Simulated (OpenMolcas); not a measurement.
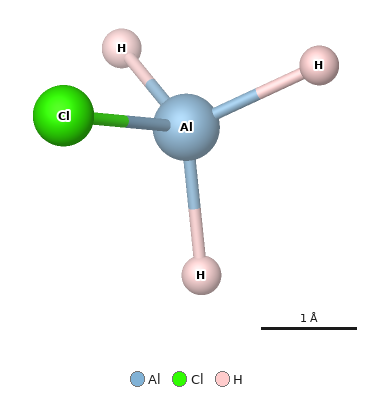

**Figure 1.** The structure as given in the input (ball-and-stick view, seen at a tilt). Sticks mark near contacts.

AlH₃Cl (charge −1): single-point calculation (part 1 of 2)

System: AlH₃Cl, charge −1, multiplicity 3, SMILES [H][Al-]([H])([H])[Cl].
Method: NEVPT2/ANO-S-VDZ (OpenMolcas 26.06).

The run did not end well. The geometry is that of the parent species in another charge or spin state. The geometry comes from this level: GFN2-xTB.

What the program printed
```
--- Start Module: gateway ---

                                              &GATEWAY

                       available to each process: 1.9 GB of memory, 1 thread

++    Symmetry information:
      ---------------------

                    Character Table for C1

                             E
                    a        1  x, y, xy, Rz, z, xz, Ry, yz, Rx, I
--

++    Basis set information:
      ----------------------

      Basis set label: AL.ANO-S...4S3P.

      Electronic valence basis set:
      ------------------
      Associated Effective Charge  13.000000 au
      Associated Actual Charge     13.000000 au
      Nuclear Model: Point charge

      Shell  nPrim  nBasis  Cartesian Spherical Contaminant
         s      13       4        X
         p      10       3        X

      Basis set label: CL.ANO-S...4S3P.

      Electronic valence basis set:
      ------------------
      Associated Effective Charge  17.000000 au
      Associated Actual Charge     17.000000 au
      Nuclear Model: Point charge

      Shell  nPrim  nBasis  Cartesian Spherical Contaminant
         s      13       4        X
         p      10       3        X

      Basis set label: H.ANO-S...2S.

      Electronic valence basis set:
      ------------------
      Associated Effective Charge   1.000000 au
      Associated Actual Charge      1.000000 au
      Nuclear Model: Point charge

      Shell  nPrim  nBasis  Cartesian Spherical Contaminant
         s       7       2        X
--

++    Molecular structure info:
      -------------------------

                    ************************************************
                    **** Cartesian Coordinates / bohr, angstrom ****
                    ************************************************

     Center  Label                x              y              z                     x              y              z
        1      AL1             -0.004630       0.000794      -0.253620             -0.002450       0.000420      -0.134210
        2      CL2              0.026173      -0.034695       3.707284              0.013850      -0.018360       1.961810
        3      H3               2.895249       0.022072      -1.165942              1.532100       0.011680      -0.616990
        4      H4              -1.465275       2.521632      -1.115770             -0.775390       1.334390      -0.590440
        5      H5              -1.451518      -2.509802      -1.171933             -0.768110      -1.328130      -0.620160

                    ***************************************
                    *    InterNuclear Distances / bohr    *
                    ***************************************

               1 AL1           2 CL2           3 H3            4 H4            5 H5
    1 AL1      0.000000
    2 CL2      3.961183        0.000000
    3 H3       3.040080        5.655365        0.000000
    4 H4       3.038324        5.658716        5.026379        0.000000
    5 H5       3.039716        5.667140        5.030388        5.031766        0.000000

                    *******************************************
                    *    InterNuclear Distances / angstrom    *
                    *******************************************

               1 AL1           2 CL2           3 H3            4 H4            5 H5
    1 AL1      0.000000
    2 CL2      2.096168        0.000000
    3 H3       1.608741        2.992690        0.000000
    4 H4       1.607812        2.994464        2.659845        0.000000
    5 H5       1.608548        2.998921        2.661967        2.662696        0.000000
--

            Nuclear Potential Energy             78.22945513 au

--- Stop Module: gateway /rc=_RC_ALL_IS_WELL_ ---

--- Start Module: seward ---

                                              &SEWARD

                       available to each process: 1.9 GB of memory, 1 thread

               SEWARD will generate:
                  Multipole Moment integrals up to order  2
                  Kinetic Energy integrals
                  Nuclear Attraction integrals (point charge)
                  One-Electron Hamiltonian integrals
                  Velocity integrals
                  Orbital angular momentum around (  0.0118  -0.0178   1.8364 )
                  Velocity quadrupole around (  0.0118  -0.0178   1.8364 )
                  RI decomposed two-electron repulsion integrals stored Cholesky style
                   - acCD auxiliary basis
                   - CD Threshold:   1.00E-04

                   Integrals are discarded if absolute value <: 1.00E-14
                   Integral cutoff threshold is set to       <: 1.00E-16

            Nuclear Potential Energy             78.22945513 au

      Basis set specifications :
      Symmetry species         a
      Basis functions           32

--- Stop Module: seward /rc=_RC_ALL_IS_WELL_ ---

--- Start Module: rasscf ---

                                              &RASSCF

                       available to each process: 1.9 GB of memory, 1 thread

      Header of the ONEINT file:
      --------------------------

      OrdInt status: non-squared

      Cartesian coordinates in angstrom:
      -----------------------------------------------------
      No.  Label        X            Y            Z
      -----------------------------------------------------
       1   AL1       -0.00245000   0.00042000  -0.13421000
       2   CL2        0.01385000  -0.01836000   1.96181000
       3   H3         1.53210000   0.01168000  -0.61699000
       4   H4        -0.77539000   1.33439000  -0.59044000
       5   H5        -0.76811000  -1.32813000  -0.62016000
      -----------------------------------------------------
      Nuclear repulsion energy =   78.22945513

++    Wave function specifications:
      -----------------------------

      Number of closed shell electrons          32
      Number of electrons in active shells       2
      Max number of holes in RAS1 space          0
      Max nr of electrons in RAS3 space          0
      Number of inactive orbitals               16
      Number of active orbitals                  2
      Number of secondary orbitals              14
      Spin quantum number                      1.0
      State symmetry                             1
--

++    Orbital specifications:
      -----------------------

      Symmetry species                           1
                                                 a
      Frozen orbitals                            0
      Inactive orbitals                         16
      Active orbitals                            2
      RAS1 orbitals                              0
      RAS2 orbitals                              2
      RAS3 orbitals                              0
      Secondary orbitals                        14
      Deleted orbitals                           0
      Number of basis functions                 32
--

++    CI expansion specifications:
      ----------------------------

      Number of CSFs                             1
      Number of determinants                     1
      Number of root(s) required                 1
      Root chosen for geometry opt.              1
      CI root used                               1

      highest root included in the CI            1
      max. size of the explicit Hamiltonian      1
--

++    Optimization specifications:
      ----------------------------

      RASSCF algorithm: LK RI/DF
      Maximum number of macro iterations       200
      Maximum number of SX iterations          100
      Threshold for RASSCF energy            1.000E-08
      Threshold for max MO rotation          1.000E-01
      Threshold for max BLB element          1.000E-04
      Level shift parameter                  5.000E-01
      Make Quasi-Newton update
--

      The MO-coefficients are taken from the file:
      step2.RasOrb
      Title: RASSCF average (pseudo-natural) orbitals

      Total molecular charge   -1.00

      ************************************************************************************************************************
      *                                            Wave function control section                                             *
      ************************************************************************************************************************

                                         RASSCF iterations: Energy and convergence statistics
                                         ----------------------------------------------------
```
